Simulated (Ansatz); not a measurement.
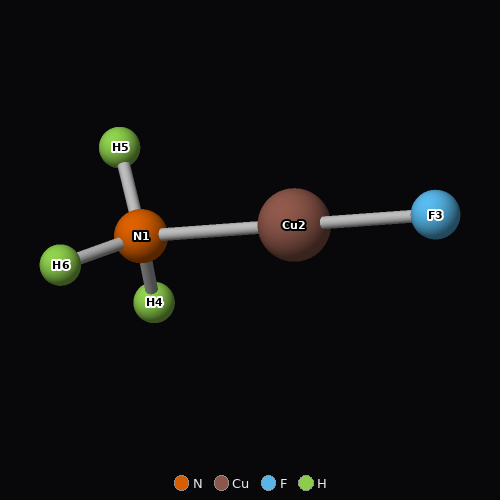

The system is CuFH₃N, SMILES [NH3+][Cu-][F]; the picture shows the reference structure. First axis: bond length N1–H5. Second axis: angle H4–N1–H5. Nothing is relaxed (all other coordinates rigid). The scan uses a 15 × 15 grid. Points are written as (first, second). Energies are in kcal/mol, from the relaxed molecule at the same level. Level of theory: RKS PBE0-D4/def2-TZVP in Ansatz 0.2.0.

Its coordinates:

```csv
atom,x (Å),y (Å),z (Å)
N,-0.7465,-0.0300,0.2198
Cu,1.0747,0.1703,-0.3200
F,2.7534,0.3550,-0.8177
H,-1.0578,-0.9918,0.1244
H,-1.3651,0.5476,-0.3412
H,-0.8769,0.2376,1.1907
```

Range: bond length N1–H5 from 0.853 to 1.320 Å; angle H4–N1–H5 from 72.5 to 142.5°.

Q: What landscape does the calculation give?

A: The lowest grid point is at (1.020 Å, 107.5°), 0.011 kcal/mol from the relaxed molecule at the same level. It is the only kind of minimum in the scanned range. The highest grid point, (1.320 Å, 142.5°), lies 48.4 kcal/mol above the lowest. Round the minimum the two coordinates are weakly coupled (coupling 0.08 in units of the two stiffnesses).

```
angle H4–N1–H5 ↓, bond length N1–H5 →  0.853  0.886  0.920  0.953  0.986  1.020  1.053  1.087  1.120  1.153  1.187  1.220  1.253  1.287  1.320
                                142.5   37.2   29.5   24.2   21.1   19.7   19.6   20.5   22.4   25.0   28.1   31.7   35.5   39.6   44.0   48.4
                                137.5   32.5   24.8   19.5   16.4   14.9   14.7   15.6   17.5   20.0   23.1   26.7   30.6   34.6   39.0   43.4
                                132.5   28.4   20.7   15.3   12.1   10.6   10.4   11.3   13.2   15.7   18.7   22.3   26.1   30.2   34.5   38.9
                                127.5   24.9   17.2   11.8    8.6    7.0    6.8    7.7    9.5   12.0   15.0   18.5   22.3   26.3   30.7   35.0
                                122.5   22.2   14.5    9.0    5.8    4.2    3.9    4.7    6.5    8.9   11.9   15.4   19.2   23.1   27.5   31.8
                                117.5   20.4   12.5    7.1    3.8    2.1    1.8    2.6    4.3    6.6    9.6   13.0   16.7   20.7   24.9   29.2
                                112.5   19.3   11.5    5.9    2.6    0.8    0.5    1.2    2.8    5.1    8.0   11.4   15.1   19.0   23.2   27.4
                                107.5   19.2   11.3    5.7    2.3    0.5    0.0    0.7    2.2    4.5    7.3   10.6   14.2   18.0   22.2   26.3
                                102.5   20.0   12.0    6.3    2.8    1.0    0.4    1.0    2.5    4.7    7.4   10.6   14.1   17.9   22.0   26.0
                                 97.5   21.8   13.7    8.0    4.4    2.4    1.8    2.3    3.7    5.7    8.3   11.5   14.9   18.6   22.5   26.5
                                 92.5   24.6   16.4   10.6    6.9    4.8    4.1    4.4    5.7    7.7   10.2   13.2   16.5   20.1   23.9   27.8
                                 87.5   28.4   20.1   14.1   10.4    8.2    7.3    7.5    8.7   10.5   12.9   15.8   19.0   22.4   26.1   29.9
                                 82.5   33.3   24.9   18.8   14.8   12.5   11.5   11.6   12.6   14.3   16.5   19.3   22.3   25.6   29.2   32.8
                                 77.5   39.2   30.7   24.4   20.4   17.9   16.7   16.7   17.5   19.0   21.1   23.6   26.5   29.6   33.0   36.4
                                 72.5   46.3   37.6   31.2   26.9   24.3   22.9   22.7   23.3   24.6   26.5   28.9   31.5   34.5   37.7   40.9
```

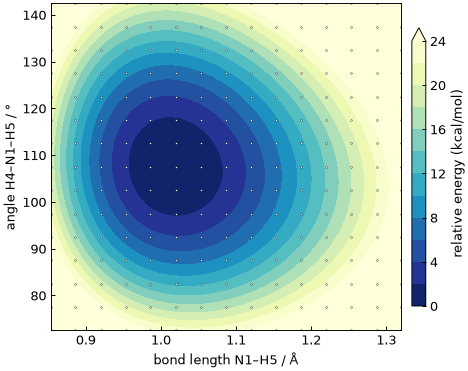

In the figure: filled contours, dots at the grid points, one colour for all values above the top of the scale. Between grid points the surface is interpolated.

Each point was launched as `ansatz run input.yaml --threads 1 --pin off --max-ram 2560MiB --backend cpu --events-out ev --progress --plain --runs-dir out`. Time for the 225 points that were run: 15 min on 1 thread of Arm Neoverse V2 (shared host).
